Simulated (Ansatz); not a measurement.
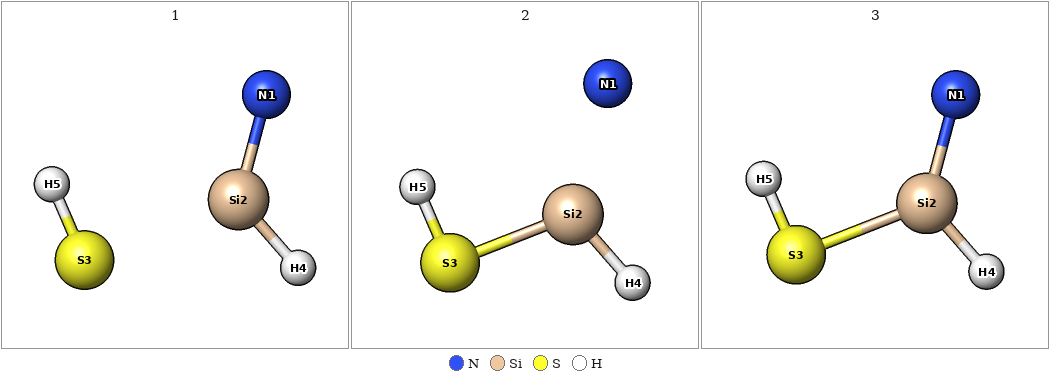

H2NSSi, SMILES [N]=[SiH]S, spin multiplicity 2. The first coordinate is: bond length N1–Si2; the second: bond length Si2–S3. Nothing is relaxed (all other coordinates rigid). The grid has 15 × 15 points. Energies: kJ/mol, counted from the lowest grid point. Level of theory: UKS SPW92 (LDA)/def2-TZVP in Ansatz 0.2.0.

The numbered pictures are structures from this grid.

### Which is the most stable, and how do the others follow?

3, at bond length N1–Si2 = 1.852 Å, bond length Si2–S3 = 2.313 Å: 83 kJ/mol; 1, at bond length N1–Si2 = 1.789 Å, bond length Si2–S3 = 2.726 Å: 169 kJ/mol; 2, at bond length N1–Si2 = 2.231 Å, bond length Si2–S3 = 2.175 Å: 242 kJ/mol.

The map, with the structures marked:

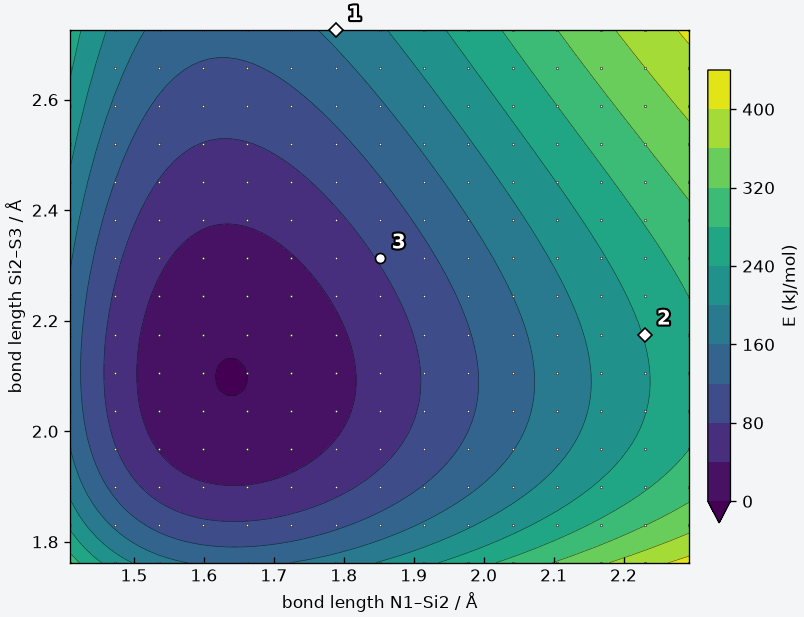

In the figure: filled contours, dots at the grid points. Between grid points the surface is interpolated.
